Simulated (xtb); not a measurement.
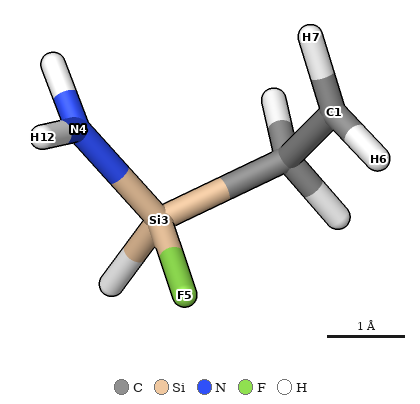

Figure 1. The input geometry (stick view, seen at a tilt; atoms are numbered from 1 in the order of the input). Bond lengths as drawn: C–C 1.48 Å, C–H 1.08 to 1.10 Å, C–Si 1.94 Å, F–Si 1.59 Å, H–N 1.01 Å, H–Si 1.45 Å and N–Si 1.71 Å.

Frequency calculation of C2H7FNSi

- system: C2H7FNSi, multiplicity 2, SMILES [CH2]C[SiH](N)F
- method: GFN1-xTB (xtb 6.7.1)

The geometry was optimised with GFN1-xTB.

**The input (coord)**
```
$coord
     -1.260390633342      2.156460967117      2.140662856715  c
     -1.144285860245      1.991506773698     -0.642242320715  c
      1.359298898705     -0.596000722446     -1.354347816258  si
      0.486396607217     -3.465871096131     -0.143732569039  n
      3.897579029302      0.138611411241      0.057164215270  f
      0.105919149285      3.270378928539      3.164270806641  h
     -2.415712494154      0.855233352222      3.203066883979  h
     -0.583245071104      3.808648517877     -1.465936143917  h
     -2.997804832323      1.504788913040     -1.429521121496  h
      2.046913543672     -0.713409406569     -3.995825890521  h
     -1.142358339598     -4.399641466092     -0.438114104733  h
      1.647652208061     -4.550687275234      0.904536306813  h
$end
```

**File detailed.inp**
```
$hess
   sccacc=10
$end
```

Machine: 1 thread of Intel Xeon @ 2.50GHz (Skylake/Cascade Lake), 189 GiB of memory available, shared host.

Launched with:
```bash
xtb --hess -u 1 --input detailed.inp --gfn1 -- coord > coord.out 2> xtb.err
```

**The program's output**
```
* xtb version 6.7.1
   ID    Z sym.   atoms
    1    6 c      1, 2
    2   14 si     3
    3    7 n      4
    4    9 f      5
    5    1 h      6-12

           -------------------------------------------------
          |                Calculation Setup                |
           -------------------------------------------------

          program call               : xtb --hess -u 1 --input detailed.inp --gfn1 -- coord
          coordinate file            : coord
          omp threads                :                     1

########################################################################
[WARNING] Please study the warnings concerning your input carefully
-1- prog_main_parseArguments: The use of '--gfn1' is discouraged, please use '--gfn 1' next time
########################################################################

           -------------------------------------------------
          |                 G F N 1 - x T B                 |
           -------------------------------------------------

      * Hamiltonian:
        H0-scaling (s, p, d)           1.850000    2.250000    2.000000
        zeta-weighting                 0.000000
      * Dispersion:
        s8                             2.400000
        a1                             0.630000
        a2                             5.000000
        s9                             0.000000
      * Repulsion:
        kExp                           1.500000
        rExp                           1.000000
      * Coulomb:
        alpha                          2.000000
        third order                    atomic
        anisotropic                    false
      * Halogen bond correction:
        rad-scale                      1.300000
        damping                        0.440000

          ...................................................
          :                      SETUP                      :
          :.................................................:
          :  # basis functions                  40          :
          :  # atomic orbitals                  39          :
          :  # shells                           25          :
          :  # electrons                        31          :
          :  # halogen bonds                     0          :
          :  max. iterations                   250          :
          :  Hamiltonian                  GFN1-xTB          :
          :  restarted?                      false          :
          :  GBSA solvation                  false          :
          :  PC potential                    false          :
          :  electronic temp.          300.0000000     K    :
          :  accuracy                    1.0000000          :
          :  -> integral cutoff          0.2500000E+02      :
          :  -> integral neglect         0.1000000E-07      :
          :  -> SCF convergence          0.1000000E-05 Eh   :
          :  -> wf. convergence          0.2000000E-04 e    :
          :  Broyden damping             0.4000000          :
          :  net charge                          0          :
          :  unpaired electrons                  1          :
          ...................................................

 iter      E             dE          RMSdq      gap      omega  full diag
   1    -18.4002764 -0.184003E+02  0.775E+00    4.58       0.0  T
   2    -18.4132838 -0.130074E-01  0.465E+00    4.57       1.0  T
   3    -18.4084012  0.488262E-02  0.609E-01    4.09       1.0  T
   4    -18.4145769 -0.617570E-02  0.236E-01    4.44       1.0  T
   5    -18.4152591 -0.682177E-03  0.357E-02    4.37       1.0  T
   6    -18.4152604 -0.130876E-05  0.119E-02    4.38       2.4  T
   7    -18.4152605 -0.140661E-06  0.915E-04    4.38      31.6  T
   8    -18.4152605 -0.132199E-08  0.246E-04    4.38     117.5  T
   9    -18.4152605 -0.131294E-09  0.248E-05    4.38    1165.7  T
  10    -18.4152605 -0.898837E-12  0.820E-06    4.38    3520.8  T

   *** convergence criteria satisfied after 10 iterations ***

         #    Occupation            Energy/Eh            Energy/eV
      -------------------------------------------------------------
         1        2.0000           -0.8254252             -22.4610
       ...           ...                  ...                  ...
        10        2.0000           -0.5165235             -14.0553
        11        2.0000           -0.4893411             -13.3156
        12        2.0000           -0.4769321             -12.9780
        13        2.0000           -0.4664708             -12.6933
        14        2.0000           -0.4510803             -12.2745
        15        2.0000           -0.4135811             -11.2541
        16        1.0000           -0.3129361              -8.5154 (HOMO)
        17                         -0.1519400              -4.1345 (LUMO)
        18                         -0.1315886              -3.5807
        19                         -0.1091456              -2.9700
        20                         -0.0898137              -2.4440
        21                         -0.0674383              -1.8351
       ...                                ...                  ...
        39                          1.4648365              39.8602
      -------------------------------------------------------------
                  HL-Gap            0.1609962 Eh            4.3809 eV
             Fermi-level           -0.2978483 Eh           -8.1049 eV

 SCC (total)                   0 d,  0 h,  0 min,  0.028 sec
 SCC setup                      ...        0 min,  0.000 sec (  0.648%)
 Dispersion                     ...        0 min,  0.000 sec (  0.349%)
 classical contributions        ...        0 min,  0.000 sec (  0.142%)
 integral evaluation            ...        0 min,  0.006 sec ( 21.138%)
 iterations                     ...        0 min,  0.007 sec ( 24.636%)
 molecular gradient             ...        0 min,  0.014 sec ( 51.437%)
 printout                       ...        0 min,  0.000 sec (  1.537%)

         :::::::::::::::::::::::::::::::::::::::::::::::::::::
         ::                     SUMMARY                     ::
         :::::::::::::::::::::::::::::::::::::::::::::::::::::
         :: total energy             -18.246543285310 Eh    ::
         :: gradient norm              0.000069129377 Eh/a0 ::
         :: HOMO-LUMO gap              4.380928680867 eV    ::
         ::.................................................::
         :: SCC energy               -18.415260530297 Eh    ::
         :: -> electrostatic           0.031047437852 Eh    ::
         :: repulsion energy           0.172651167233 Eh    ::
         :: dispersion energy         -0.003933922247 Eh    ::
         :: halogen bond corr.         0.000000000000 Eh    ::
         :: add. restraining           0.000000000000 Eh    ::
         :: total charge              -0.000000000000 e     ::
         :::::::::::::::::::::::::::::::::::::::::::::::::::::

           -------------------------------------------------
          |                Numerical Hessian                |
           -------------------------------------------------
step length          :   0.00500
SCC accuracy         :  10.00000
Hessian scale factor :   1.00000
frozen atoms in %    :   0.00000    0
RMS gradient         :   0.00007
estimated CPU  time      0.03 min

writing file <hessian>.

 projected vibrational frequencies (cm⁻¹)
eigval :       -0.00    -0.00    -0.00     0.00     0.00     0.00
eigval :       77.46   123.09   127.29   205.36   245.38   299.94
eigval :      305.32   408.98   488.00   594.40   612.47   639.47
eigval :      730.70   739.45   812.17   863.34   885.44  1113.40
eigval :     1121.93  1190.17  1389.28  1430.12  1519.85  2219.30
eigval :     2954.22  2981.21  3122.38  3183.79  3486.60  3547.52
           -------------------------------------------------
          |                Property Printout                |
           -------------------------------------------------

    * Orbital Energies and Occupations

         #    Occupation            Energy/Eh            Energy/eV
      -------------------------------------------------------------
         1        2.0000           -0.8254252             -22.4610
       ...           ...                  ...                  ...
         4        2.0000           -0.5841880             -15.8966
         5        2.0000           -0.5712110             -15.5434
         6        2.0000           -0.5502284             -14.9725
         7        2.0000           -0.5383731             -14.6499
         8        2.0000           -0.5347373             -14.5509
         9        2.0000           -0.5249145             -14.2837
        10        2.0000           -0.5165235             -14.0553
        11        2.0000           -0.4893411             -13.3156
        12        2.0000           -0.4769321             -12.9780
        13        2.0000           -0.4664708             -12.6933
        14        2.0000           -0.4510803             -12.2745
        15        2.0000           -0.4135811             -11.2541
        16        1.0000           -0.3129362              -8.5154 (HOMO)
        17                         -0.1519400              -4.1345 (LUMO)
        18                         -0.1315886              -3.5807
        19                         -0.1091456              -2.9700
        20                         -0.0898137              -2.4440
        21                         -0.0674383              -1.8351
        22                         -0.0552930              -1.5046
        23                         -0.0540919              -1.4719
        24                         -0.0506368              -1.3779
        25                         -0.0202839              -0.5520
        26                         -0.0024812              -0.0675
        27                          0.0924405               2.5154
       ...                                ...                  ...
        39                          1.4648364              39.8602
      -------------------------------------------------------------
                  HL-Gap            0.1609962 Eh            4.3809 eV
             Fermi-level           -0.2978484 Eh           -8.1049 eV

  Mulliken/CM5 charges         n(s)   n(p)   n(d)
     1c    -0.11925 -0.21991   1.053  3.066  0.000
     2c    -0.08590 -0.15470   1.018  3.068  0.000
     3si    0.43765  0.30297   1.095  1.518  0.950
     4n    -0.48055 -0.89878   1.416  4.065  0.000
     5f    -0.23769 -0.21626   1.763  5.475  0.000
     6h     0.02791  0.08146   0.972  0.000  0.000
     7h     0.02020  0.07400   0.980  0.000  0.000
     8h     0.03611  0.09287   0.964  0.000  0.000
     9h     0.02911  0.08608   0.971  0.000  0.000
    10h    -0.05220  0.04114   1.052  0.000  0.000
    11h     0.20622  0.39927   0.794  0.000  0.000
    12h     0.21839  0.41187   0.782  0.000  0.000

Wiberg/Mayer (AO) data.
largest (>0.10) Wiberg bond orders for each atom

 ---------------------------------------------------------------------------
     #   Z sym  total        # sym  WBO       # sym  WBO       # sym  WBO
 ---------------------------------------------------------------------------
     1   6 c    3.366 --     2 c    1.149     7 h    0.986     6 h    0.985
                             3 si   0.187
     2   6 c    3.980 --     1 c    1.149     9 h    0.941     8 h    0.937
                             3 si   0.890
     3  14 si   4.739 --     4 n    1.333     5 f    1.261    10 h    0.925
                             2 c    0.890     1 c    0.187
     4   7 n    3.223 --     3 si   1.333    11 h    0.921    12 h    0.909
     5   9 f    1.313 --     3 si   1.261
     6   1 h    1.004 --     1 c    0.985
     7   1 h    1.006 --     1 c    0.986
     8   1 h    1.010 --     2 c    0.937
     9   1 h    1.012 --     2 c    0.941
    10   1 h    0.996 --     3 si   0.925
    11   1 h    0.958 --     4 n    0.921
    12   1 h    0.954 --     4 n    0.909
 ---------------------------------------------------------------------------

Topologies differ in total number of bonds
Molecule has no symmetry elements
It seems to be the C1 point group
Writing topology from bond orders to xtbtopo.mol

 dipole moment from electron density (au)
     X       Y       Z
  -0.5797  -0.7957  -0.2108  total (Debye):    2.559

           -------------------------------------------------
          |               Frequency Printout                |
           -------------------------------------------------
 projected vibrational frequencies (cm⁻¹)
eigval :       -0.00    -0.00    -0.00     0.00     0.00     0.00
eigval :       77.46   123.09   127.29   205.36   245.38   299.94
eigval :      305.32   408.98   488.00   594.40   612.47   639.47
eigval :      730.70   739.45   812.17   863.34   885.44  1113.40
eigval :     1121.93  1190.17  1389.28  1430.12  1519.85  2219.30
eigval :     2954.22  2981.21  3122.38  3183.79  3486.60  3547.52
 reduced masses (amu)
   1: 14.93   2: 16.95   3: 17.16   4: 15.01   5: 14.06   6: 13.95   7:  9.67   8: 10.06
   9:  9.03  10:  7.47  11: 12.87  12: 19.30  13:  4.21  14:  2.90  15:  3.50  16: 12.12
  17:  4.06  18:  2.87  19:  4.77  20:  2.76  21: 20.90  22: 14.69  23:  7.18  24:  9.14
  25:  3.28  26:  3.35  27:  2.78  28:  2.61  29:  2.28  30:  1.84  31:  1.53  32:  2.00
  33:  1.45  34:  2.16  35:  1.60  36:  2.07
 IR intensities (km·mol⁻¹)
   1:  0.41   2:  1.42   3:  0.30   4:  0.24   5:  0.77   6:  1.00   7:  0.70   8:  5.40
   9:  1.29  10:  9.23  11:  8.68  12: 87.99  13:  5.97  14: 83.91  15:265.34  16: 26.35
  17: 57.50  18: 17.16  19:302.78  20:154.48  21:234.54  22:122.88  23:146.79  24: 12.38
  25:102.83  26:  3.57  27:  2.68  28:  6.76  29:122.53  30:243.36  31: 12.27  32: 20.58
  33: 12.25  34: 13.95  35:  9.11  36:  0.74
 Raman intensities (Ä⁴*amu⁻¹)
   1:  0.00   2:  0.00   3:  0.00   4:  0.00   5:  0.00   6:  0.00   7:  0.00   8:  0.00
   9:  0.00  10:  0.00  11:  0.00  12:  0.00  13:  0.00  14:  0.00  15:  0.00  16:  0.00
  17:  0.00  18:  0.00  19:  0.00  20:  0.00  21:  0.00  22:  0.00  23:  0.00  24:  0.00
  25:  0.00  26:  0.00  27:  0.00  28:  0.00  29:  0.00  30:  0.00  31:  0.00  32:  0.00
  33:  0.00  34:  0.00  35:  0.00  36:  0.00
 output can be read by thermo (or use thermo option).
 writing <g98.out> molden fake output.
 recommended (thermochemical) frequency scaling factor: 1.0
           -------------------------------------------------
          |             Thermodynamic Functions             |
           -------------------------------------------------

c1  symmetry found (for desy threshold:  0.10E+00) used in thermo

          ...................................................
          :                      SETUP                      :
          :.................................................:
          :  # frequencies                          30      :
          :  # imaginary freq.                       0      :
          :  linear?                             false      :
          :  only rotor calc.                    false      :
          :  symmetry                               c1      :
          :  rotational number                       1      :
          :  scaling factor                  1.0000000      :
          :  rotor cutoff                   50.0000000 cm⁻¹ :
          :  imag. cutoff                  -20.0000000 cm⁻¹ :
          :.................................................:

    mode    ω/cm⁻¹     T·S(HO)/kcal·mol⁻¹    T·S(FR)/kcal·mol⁻¹   T·S(vib)
   ------------------------------------------------------------------------
       1     77.46    -1.17894 ( 85.21%)    -0.92645 ( 14.79%)    -1.14159
       2    123.09    -0.90971 ( 97.35%)    -0.78939 (  2.65%)    -0.90652
       3    127.29    -0.89044 ( 97.67%)    -0.77947 (  2.33%)    -0.88786
       4    205.36    -0.62150 ( 99.65%)    -0.63787 (  0.35%)    -0.62155
       5    245.38    -0.52580 ( 99.83%)    -0.58516 (  0.17%)    -0.52590
       6    299.94    -0.42254 ( 99.92%)    -0.52570 (  0.08%)    -0.42262
   ------------------------------------------------------------------------

   temp. (K)  partition function   enthalpy   heat capacity  entropy
                                   cal/mol     cal/K/mol   cal/K/mol   J/K/mol
 298.15  VIB   103.                 3450.292     22.544     20.642
         ROT  0.136E+06              888.752      2.981     26.477
         INT  0.141E+08             4339.044     25.525     47.120
         TR   0.856E+27             1481.254      4.968     39.457
         TOT                        5820.2984    30.4932    86.5767   362.2368

       T/K    H(0)-H(T)+PV         H(T)/Eh          T*S/Eh         G(T)/Eh
   ------------------------------------------------------------------------
    298.15    0.927524E-02    0.945199E-01    0.411354E-01    0.533845E-01
   ------------------------------------------------------------------------

         :::::::::::::::::::::::::::::::::::::::::::::::::::::
         ::                  THERMODYNAMIC                  ::
         :::::::::::::::::::::::::::::::::::::::::::::::::::::
         :: total free energy         -18.193158806167 Eh   ::
         ::.................................................::
         :: total energy              -18.246543285311 Eh   ::
         :: zero point energy           0.085244615866 Eh   ::
         :: G(RRHO) w/o ZPVE           -0.031860136722 Eh   ::
         :: G(RRHO) contrib.            0.053384479144 Eh   ::
         :::::::::::::::::::::::::::::::::::::::::::::::::::::

           -------------------------------------------------
          | TOTAL ENERGY              -18.246543285311 Eh   |
          | TOTAL ENTHALPY            -18.152023433588 Eh   |
          | TOTAL FREE ENERGY         -18.193158806167 Eh   |
          | GRADIENT NORM               0.000069184822 Eh/α |
          | HOMO-LUMO GAP               4.380929040513 eV   |
           -------------------------------------------------

------------------------------------------------------------------------
------------------------------------------------------------------------
 total:
 *  cpu-time:     0 d,  0 h,  0 min,  1.450 sec
 * ratio c/w:     0.997 speedup
 SCF:
 *  cpu-time:     0 d,  0 h,  0 min,  0.027 sec
 * ratio c/w:     0.974 speedup
 analytical hessian:
 *  cpu-time:     0 d,  0 h,  0 min,  1.405 sec
 * ratio c/w:     0.998 speedup
```

**Standard error**
```
normal termination of xtb
```

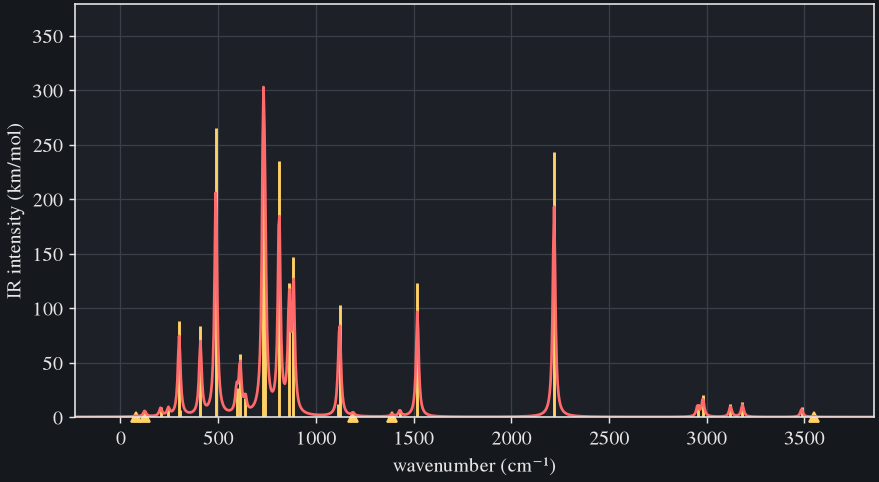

Figure 2. Harmonic infrared spectrum, unscaled: sticks (degenerate modes added up, dark ones marked on the axis) with a Lorentzian envelope of 16 cm⁻¹ full width, scaled to the tallest stick. 30 modes from 77 to 3548 cm⁻¹, none imaginary. The strongest line is at 731 cm⁻¹ (303 km/mol).

**Summary**

| quantity | value |
| --- | --- |
| outcome | converged |
| electrons treated | 31 |
| total energy | −18.246543 hartree |
| dispersion energy | −0.003934 hartree |
| basis functions | 40 |
| zero-point energy | 0.085245 hartree |
| dipole moment | 2.56 D |
| wavenumbers, lowest and highest | 77 and 3548 cm⁻¹ |
| wall time | 1.5 s |
| peak memory | 0.071 GiB |

**Notes**

Settings chosen away from the usual ones: method = gfn1-xtb; task = frequencies; x = {"hess_scc_accuracy": 10}; geo = {"prev": "A"}. These settings are looser than, or depart from, a standard set-up, so the numbers are not reference values for this system. The record of the run, not the program, notes: no spin polarisation: high-spin states lie too high.
